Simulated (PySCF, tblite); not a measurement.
# C5H5ClS: excited states, first hyperpolarisability, part 2 of 2

tblite 0.8.0 and PySCF 2.14.0. Atoms count from 0. Earlier steps stand in the parts before.

## (8) Excited states: TDDFT LC-wPBE/6-31+G*

Job settings and geometry (Å):

```
{"job": {"kind": "states", "xc": "LC-wPBE", "basis": "6-31+G*", "tpa": true, "nstates": 10, "nquad": 5, "ntriplets": 0}, "charge": 0, "multiplicity": 1}
C     -1.672077     0.573248    -0.094537
C     -0.190429     0.405490    -0.116343
C      0.551088    -0.701815     0.206421
C      1.957051    -0.514736     0.072076
C      2.260790     0.748004    -0.355591
Cl     3.814826     1.402207    -0.651082
S      0.845135     1.711713    -0.596952
H     -1.986404     1.374890     0.592523
H     -2.142727    -0.361221     0.240670
H     -2.074428     0.815391    -1.091053
H      0.094529    -1.636652     0.535778
H      2.713637    -1.270770     0.279301
```

With the program's defaults for keys left out, this is: TDDFT LC-wPBE/6-31+G* excited states, vertical, gas phase, two-photon moments by quadratic response.

The log of the run:

```text
coarse grid: 11784 points
cycle   1  E = -1051.5267924977  dE =  1.586e+00  |g| = 4.148e-01  |ddm| = 7.091e+00
cycle   2  E = -1051.5496521529  dE = -2.286e-02  |g| = 3.854e-01  |ddm| = 4.349e+00
cycle   3  E = -1051.5834089100  dE = -3.376e-02  |g| = 4.989e-02  |ddm| = 1.164e+00
cycle   4  E = -1051.5842869613  dE = -8.781e-04  |g| = 2.750e-02  |ddm| = 3.195e-01
cycle   5  E = -1051.5845004943  dE = -2.135e-04  |g| = 7.331e-03  |ddm| = 1.077e-01
cycle   6  E = -1051.5845214675  dE = -2.097e-05  |g| = 1.934e-03  |ddm| = 4.063e-02
cycle   7  E = -1051.5845235343  dE = -2.067e-06  |g| = 1.056e-03  |ddm| = 1.921e-02
final grid: 106392 points
cycle   8  E = -1051.4968006926  dE = -4.160e-05  |g| = 5.164e-03  |ddm| = 1.803e-01
cycle   9  E = -1051.4968041952  dE = -3.503e-06  |g| = 4.196e-03  |ddm| = 1.989e-02
cycle  10  E = -1051.4968087070  dE = -4.512e-06  |g| = 3.207e-04  |ddm| = 1.229e-02
cycle  11  E = -1051.4968087451  dE = -3.809e-08  |g| = 1.816e-04  |ddm| = 2.583e-03
cycle  12  E = -1051.4968087555  dE = -1.045e-08  |g| = 2.949e-05  |ddm| = 1.327e-03
cycle  13  E = -1051.4968087560  dE = -5.209e-10  |g| = 1.539e-05  |ddm| = 4.509e-04
converged SCF energy = -1051.4968087560

Singlet excitations
state   eV       nm        f     d(h-e)  d(exc)  Lambda  PR(NTO)  |dmu|/D   mu/D   delta(TPA)   sigma/GM   main configurations
  1   5.4669   226.8   0.19975   0.190   2.872   0.701   1.207    0.429    2.170        5.27      0.058   H->L 0.92
  2   6.0728   204.2   0.10731   0.226   2.754   0.594   1.421    0.295    2.037       62.28      0.841   H-1->L 0.85
  3   6.2095   199.7   0.00040   1.445   3.117   0.276   1.025    3.711    4.728        0.23      0.003   H->L+4 0.26, H->L+2 0.24, H->L+5 0.11
  4   6.3898   194.0   0.00002   0.715   2.609   0.257   1.067    2.400    3.812        0.41      0.006   H-1->L+4 0.27, H-1->L+2 0.17, H-1->L+5 0.10
  5   6.5416   189.5   0.00001   1.229   3.179   0.303   1.101    4.558    6.814        0.84      0.013   H->L+3 0.20, H->L+14 0.15, H->L+8 0.12
  6   6.7684   183.2   0.00143   0.164   3.855   0.255   1.066                                            H->L+1 0.66, H->L+6 0.13, H->L+2 0.10
  7   7.3587   168.5   0.00010   1.432   3.947   0.263   1.082                                            H->L+3 0.38, H->L+6 0.24, H->L+5 0.10
  8   7.4533   166.3   0.00002   0.960   4.126   0.262   1.610                                            H->L+2 0.31, H->L+4 0.15, H-1->L+1 0.14
  9   7.5877   163.4   0.28341   0.873   3.348   0.465   1.368                                            H->L+7 0.48, H->L+9 0.22, H->L+13 0.10
 10   7.7266   160.5   0.00258   0.236   3.880   0.257   1.557                                            H-1->L+1 0.45, H-1->L+5 0.10
```

It took 31 s on 1 thread of Arm Neoverse V1, shared host; peak memory 0.71 GiB.

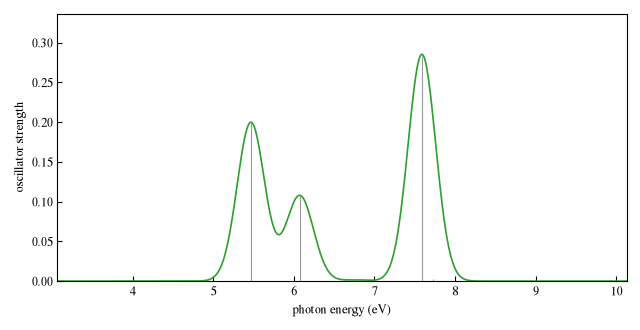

Absorption lines of the singlets. Lines are broadened to a width of 0.40 eV (Gaussian).

## (9) Excited states: TDDFT LC-wPBE/6-31G

The job, as its differences from that of step 8:

```diff
@@ -1,2 +1,2 @@
-{"job": {"kind": "states", "xc": "LC-wPBE", "basis": "6-31+G*", "tpa": true, "nstates": 10, "nquad": 5, "ntriplets": 0}, "charge": 0, "multiplicity": 1}
+{"job": {"kind": "states", "xc": "LC-wPBE", "basis": "6-31G", "tpa": true, "nstates": 6, "nquad": 5, "ntriplets": 0, "scf": {"conv": 1e-11}}, "charge": 0, "multiplicity": 1}
 C     -1.672077     0.573248    -0.094537
```

Level: TDDFT LC-wPBE/6-31G excited states, vertical, gas phase, two-photon moments by quadratic response.

The log of the run:

```text
final grid: 106392 points
cycle   1  E = -1051.3233825037  dE =  1.680e+00  |g| = 4.210e-01  |ddm| = 3.705e+00
cycle   2  E = -1051.3495538736  dE = -2.617e-02  |g| = 3.886e-01  |ddm| = 1.465e+00
cycle   3  E = -1051.3860295518  dE = -3.648e-02  |g| = 4.232e-02  |ddm| = 5.186e-01
cycle   4  E = -1051.3866715158  dE = -6.420e-04  |g| = 2.693e-02  |ddm| = 1.320e-01
cycle   5  E = -1051.3868803256  dE = -2.088e-04  |g| = 4.163e-03  |ddm| = 4.247e-02
cycle   6  E = -1051.3868898741  dE = -9.548e-06  |g| = 2.168e-03  |ddm| = 1.404e-02
cycle   7  E = -1051.3868916305  dE = -1.756e-06  |g| = 6.810e-04  |ddm| = 3.848e-03
cycle   8  E = -1051.3868919519  dE = -3.214e-07  |g| = 2.617e-04  |ddm| = 2.139e-03
cycle   9  E = -1051.3868920073  dE = -5.537e-08  |g| = 8.069e-05  |ddm| = 7.798e-04
cycle  10  E = -1051.3868920140  dE = -6.774e-09  |g| = 1.711e-05  |ddm| = 3.605e-04
cycle  11  E = -1051.3868920143  dE = -2.346e-10  |g| = 7.615e-06  |ddm| = 5.736e-05
cycle  12  E = -1051.3868920143  dE = -2.478e-11  |g| = 1.347e-06  |ddm| = 2.203e-05
cycle  13  E = -1051.3868920143  dE =  9.095e-13  |g| = 8.036e-07  |ddm| = 5.693e-06
converged SCF energy = -1051.3868920143

Singlet excitations
state   eV       nm        f     d(h-e)  d(exc)  Lambda  PR(NTO)  |dmu|/D   mu/D   delta(TPA)   sigma/GM   main configurations
  1   5.8242   212.9   0.22196   0.165   2.693   0.795   1.231    0.414    2.510        7.72      0.096   H->L 0.95
  2   6.3950   193.9   0.10326   0.285   2.605   0.677   1.410    0.489    2.252       61.14      0.916   H-1->L 0.89, H->L+3 0.08
  3   6.9048   179.6   0.00086   1.155   2.850   0.464   1.024    2.758    4.289        0.44      0.008   H->L+1 0.84, H->L+2 0.12
  4   6.9950   177.2   0.00214   0.950   2.797   0.538   1.131    2.982    5.653        4.11      0.074   H->L+2 0.77, H->L+1 0.11
  5   7.1602   173.2   0.00028   0.542   2.479   0.441   1.094    1.812    3.917        0.19      0.004   H-1->L+1 0.85
  6   8.0495   154.0   0.00256   1.373   2.944   0.352   1.033                                            H-2->L 0.81, H-4->L 0.09
```

Wall time 16 s (1 thread of Arm Neoverse V1, shared host); peak memory 0.5 GiB.

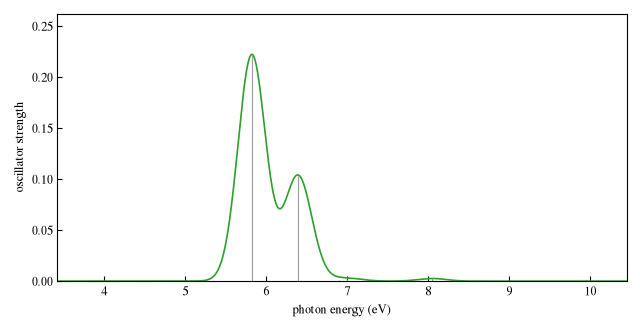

Absorption lines of the singlets. Lines are broadened to a width of 0.40 eV (Gaussian).

## (10) Excited states (C5H5ClS+): LC-wPBE/aug-cc-pVDZ

The job, as its differences from that of step 9:

```diff
@@ -1,2 +1,2 @@
-{"job": {"kind": "states", "xc": "LC-wPBE", "basis": "6-31G", "tpa": true, "nstates": 6, "nquad": 5, "ntriplets": 0, "scf": {"conv": 1e-11}}, "charge": 0, "multiplicity": 1}
+{"job": {"kind": "states", "xc": "LC-wPBE", "basis": "aug-cc-pVDZ", "tpa": true, "nstates": 6, "nquad": 5, "ntriplets": 0, "scf": {"max_cycle": 76}}, "charge": 1, "multiplicity": 1}
 C     -1.672077     0.573248    -0.094537
```

Method: LC-wPBE/aug-cc-pVDZ.

The log of the run:

```text
RuntimeError: Electron number 67 and spin 0 are not consistent
Note mol.spin = 2S = Nalpha - Nbeta, not 2S+1
```

Hardware: 1 thread of Arm Neoverse V1, shared host.

**What went wrong.** Charge and multiplicity don't fit the number of electrons: an even count needs an odd multiplicity, and the reverse. Cure: mend the charge or the multiplicity.

## (11) Excited states: TDDFT LC-wPBE/STO-3G

The job, as its differences from that of step 10:

```diff
@@ -1,2 +1,2 @@
-{"job": {"kind": "states", "xc": "LC-wPBE", "basis": "aug-cc-pVDZ", "tpa": true, "nstates": 6, "nquad": 5, "ntriplets": 0, "scf": {"max_cycle": 76}}, "charge": 1, "multiplicity": 1}
+{"job": {"kind": "states", "xc": "LC-wPBE", "basis": "STO-3G", "tpa": true, "nstates": 10, "nquad": 5, "ntriplets": 0, "frozen_core": false}, "charge": 0, "multiplicity": 1}
 C     -1.672077     0.573248    -0.094537
```

Method: TDDFT LC-wPBE/STO-3G excited states, vertical, gas phase, two-photon moments by quadratic response.

The log of the run:

```text
coarse grid: 11784 points
cycle   1  E = -1039.7749374460  dE =  1.117e+00  |g| = 3.647e-01  |ddm| = 4.925e+00
cycle   2  E = -1039.8088912056  dE = -3.395e-02  |g| = 2.640e-01  |ddm| = 8.861e-01
cycle   3  E = -1039.8292399549  dE = -2.035e-02  |g| = 3.788e-02  |ddm| = 3.651e-01
cycle   4  E = -1039.8297565534  dE = -5.166e-04  |g| = 1.838e-02  |ddm| = 8.356e-02
cycle   5  E = -1039.8298694818  dE = -1.129e-04  |g| = 2.445e-03  |ddm| = 2.692e-02
cycle   6  E = -1039.8298729154  dE = -3.434e-06  |g| = 1.361e-03  |ddm| = 6.468e-03
final grid: 106392 points
cycle   7  E = -1039.7808547749  dE = -1.931e-05  |g| = 3.081e-03  |ddm| = 1.555e-02
cycle   8  E = -1039.7808569043  dE = -2.129e-06  |g| = 2.075e-03  |ddm| = 7.686e-03
cycle   9  E = -1039.7808584085  dE = -1.504e-06  |g| = 2.938e-04  |ddm| = 3.215e-03
cycle  10  E = -1039.7808584381  dE = -2.954e-08  |g| = 1.412e-04  |ddm| = 5.774e-04
cycle  11  E = -1039.7808584464  dE = -8.341e-09  |g| = 1.976e-05  |ddm| = 2.504e-04
cycle  12  E = -1039.7808584468  dE = -4.206e-10  |g| = 1.031e-05  |ddm| = 6.268e-05
converged SCF energy = -1039.7808584468

Singlet excitations
state   eV       nm        f     d(h-e)  d(exc)  Lambda  PR(NTO)  |dmu|/D   mu/D   delta(TPA)   sigma/GM   main configurations
  1   6.9718   177.8   0.22963   0.096   2.468   0.809   1.262    0.118    2.551        0.43      0.008   H->L 0.89
  2   7.1413   173.6   0.09970   0.362   2.369   0.673   1.412    0.820    1.681       32.76      0.612   H-1->L 0.83
  3   8.3539   148.4   0.00523   0.902   2.490   0.531   1.041    2.240    4.630        4.72      0.121   H->L+1 0.89
  4   8.6334   143.6   0.00857   0.817   2.541   0.406   1.110    2.123    1.770        3.18      0.087   H-2->L 0.57, H-3->L 0.35
  5   9.0926   136.4   0.00031   0.564   2.636   0.443   1.553    1.749    0.866        0.86      0.026   H-3->L 0.45, H-2->L 0.26, H-1->L+3 0.16
  6   9.2604   133.9   0.00003   0.193   2.252   0.458   1.353                                            H-1->L+3 0.67, H->L+3 0.13
  7   9.4043   131.8   0.01305   0.697   2.403   0.459   1.309                                            H->L+3 0.75, H-1->L+3 0.10, H-3->L 0.08
  8   9.4566   131.1   0.00406   1.390   2.682   0.272   1.048                                            H-1->L+1 0.89
  9   9.9181   125.0   0.11321   0.525   2.803   0.735   2.209                                            H->L+2 0.56, H-4->L 0.30
 10  10.1706   121.9   0.17429   1.002   2.536   0.635   2.287                                            H-4->L 0.41, H-1->L+2 0.32, H->L+2 0.21
```

Run time: 10 s. Hardware: 1 thread of Arm Neoverse V1, shared host; peak memory 0.41 GiB.

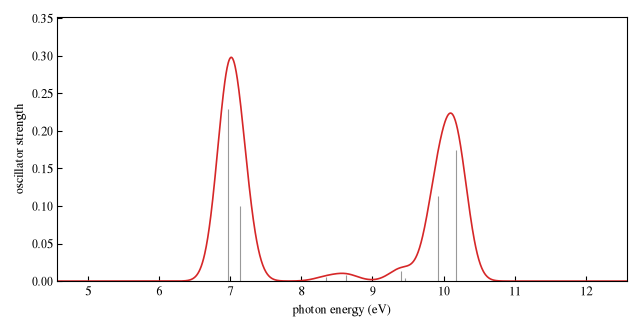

Absorption lines of the singlets. Lines are broadened to a width of 0.40 eV (Gaussian).

## (12) Excited states: TDDFT mPW1PW91/aug-cc-pVDZ

The job, as its differences from that of step 11:

```diff
@@ -1,2 +1,2 @@
-{"job": {"kind": "states", "xc": "LC-wPBE", "basis": "STO-3G", "tpa": true, "nstates": 10, "nquad": 5, "ntriplets": 0, "frozen_core": false}, "charge": 0, "multiplicity": 1}
+{"job": {"kind": "states", "xc": "mPW1PW91", "basis": "aug-cc-pVDZ", "tpa": true, "nstates": 6, "nquad": 5, "ntriplets": 0, "frozen_core": false, "scf": {"level_shift": 0.1}}, "charge": 0, "multiplicity": 1}
 C     -1.672077     0.573248    -0.094537
```

With the program's defaults for keys left out, this is: TDDFT mPW1PW91/aug-cc-pVDZ excited states, vertical, gas phase, two-photon moments by quadratic response.

The log of the run:

```text
final grid: 106392 points
cycle   1  E = -1051.9108272135  dE =  1.198e+00  |g| = 3.572e-01  |ddm| = 1.300e+01
cycle   2  E = -1051.9047143488  dE =  6.113e-03  |g| = 4.279e-01  |ddm| = 3.480e+00
cycle   3  E = -1051.9477925068  dE = -4.308e-02  |g| = 4.850e-02  |ddm| = 1.392e+00
cycle   4  E = -1051.9483065702  dE = -5.141e-04  |g| = 2.431e-02  |ddm| = 2.448e-01
cycle   5  E = -1051.9484419725  dE = -1.354e-04  |g| = 8.357e-03  |ddm| = 9.574e-02
cycle   6  E = -1051.9484611022  dE = -1.913e-05  |g| = 1.717e-03  |ddm| = 2.866e-02
cycle   7  E = -1051.9484618118  dE = -7.096e-07  |g| = 7.207e-04  |ddm| = 7.676e-03
cycle   8  E = -1051.9484619451  dE = -1.332e-07  |g| = 2.093e-04  |ddm| = 3.379e-03
cycle   9  E = -1051.9484619581  dE = -1.308e-08  |g| = 4.694e-05  |ddm| = 1.002e-03
cycle  10  E = -1051.9484619589  dE = -7.481e-10  |g| = 1.842e-05  |ddm| = 2.589e-04
level shift removed, Fock matrix diagonalised once more
converged SCF energy = -1051.9484619589

Singlet excitations
state   eV       nm        f     d(h-e)  d(exc)  Lambda  PR(NTO)  |dmu|/D   mu/D   delta(TPA)   sigma/GM   main configurations
  1   5.0816   244.0   0.17205   0.385   3.207   0.750   1.159    0.969    1.711       19.34      0.183   H->L 0.97
  2   5.3405   232.2   0.00004   1.877   4.167   0.279   1.006    6.728    5.645       14.93      0.156   H->L+1 0.65, H->L+2 0.19, H->L+4 0.13
  3   5.5055   225.2   0.00052   0.650   4.302   0.306   1.007    3.618    2.302        7.68      0.085   H->L+2 0.58, H->L+1 0.31
  4   5.7150   216.9   0.00055   1.980   3.988   0.346   1.014    7.193    9.327       17.97      0.215   H->L+3 0.58, H->L+4 0.18, H->L+5 0.17
  5   5.7401   216.0   0.05640   0.154   2.978   0.631   1.648    0.497    1.725       71.61      0.864   H-1->L 0.79, H->L+8 0.11
  6   6.0061   206.4   0.00037   1.214   5.166   0.326   1.023                                            H->L+4 0.57, H->L+3 0.20, H->L+2 0.17
```

It took 47 s on 1 thread of Arm Neoverse V1, shared host; peak memory 0.93 GiB.

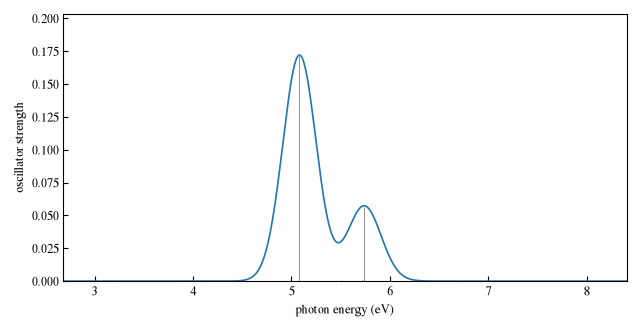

Absorption lines of the singlets. Lines are broadened to a width of 0.40 eV (Gaussian).

## (13) Summary of results

The summary covers parts 1 to 2.

```
                                                                  quantity                               value
                                 strongest single infrared mode (GFN2-xTB)                1165 cm⁻¹, 22 km/mol
                                              zero-point energy (GFN2-xTB)                       52.1 kcal/mol
                                                               point group                                  Cs
                                      rotational constants (main isotopes)                5.00, 1.16, 0.95 GHz
                            S1 less T1 (step 5, TDA CAM-B3LYP/aug-cc-pVDZ)                             2.02 eV
potential on the surface of density 0.002 e/bohr³, 1st and 99th percentile                  -0.48 V and 1.04 V
                 β vector (step 7, quadratic response wB97X-D/aug-cc-pVDZ)    static 117, SHG 1064.0 nm 141 au
                                                                      runs  1 failed, 0 ended on unsound input
```

All 30 modes are real, so the xTB geometry is a minimum. The strongest single mode, at 1165 cm⁻¹, has its largest shares on C1, H11, C0 and C2 (the list is cut at 4 atoms). Unscaled tight-binding wavenumbers are off by several per cent, some by more. Its intensities can rank the bands wrongly. The optimisation took 3 steps and gained 0.033 eV; among the close pairs (by a distance rule), C2–H10 changed most, from 1.075 to 1.091 Å (PBE0/def2-SVP). In step 5, the number of triplets below S1 is 3, and the largest singlet-triplet spin-orbit coupling is S0–T3, 63.32 cm⁻¹. β grows from 117 au (static) to 141 au for doubling at 1064.0 nm: normal dispersion, which grows as twice the photon energy moves toward the bright states.
